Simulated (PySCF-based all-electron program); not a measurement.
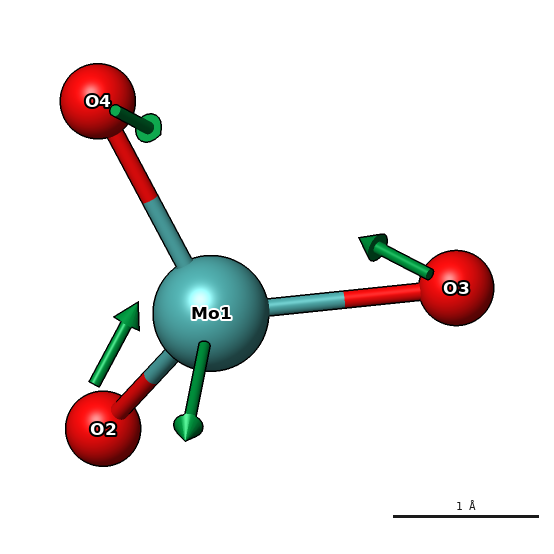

Arrows show the forces on the atoms, 2 Å of arrow for 1 eV/Å; forces under a tenth of the largest aren't drawn. Charge 0, singlet. Level of theory: PBE, all-electron, scalar-relativistic (spin-free Dirac), large uncontracted Gaussian sets (PySCF-based all-electron program).

### On which atom is the force largest, and how large is it?

On Mo1: 0.55 eV/Å.

List the force components in the frame of the picture (x right, y up, z towards the viewer), in eV/Å.

| atom | Fx | Fy | Fz |
| --- | --- | --- | --- |
| Mo1 | −0.07 | −0.33 | 0.43 |
| O2 | 0.16 | 0.29 | 0.02 |
| O3 | −0.25 | 0.13 | −0.17 |
| O4 | 0.16 | −0.09 | −0.27 |
